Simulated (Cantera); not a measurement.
A closed system holds: 1 mol ZrO₂, 1.2 mol H₂, 1.9 mol N₂, equilibrated at 2173 K.

These are equilibrium values from Cantera (NASA tables, ideal gas, pure condensed phases), not measurements of a reactor. Candidate condensed phases: H₂O, Zr, ZrN, ZrO₂; 28 gas species. Mutual solubility and eutectic melting of coexisting phases are not modelled. ZrN: taken at fixed stoichiometry. Condensed phases not in the tables: solid solutions among these carbides, nitrides and lower oxides. Equilibrium is a limit: real reactors are often held back by kinetics, nucleation or transport.

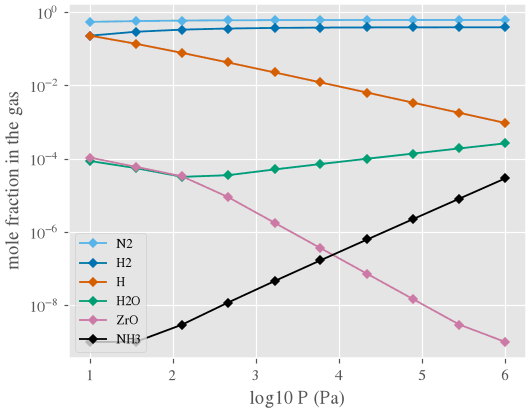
*Equilibrium gas composition (values under 1e-9 drawn at 1e-9)*

From 10.0 Pa to 1700 Pa the condensed part is ZrO₂(tetragonal). From 6000 Pa to 1000000 Pa the condensed part is ZrN(s) + ZrO₂(tetragonal).
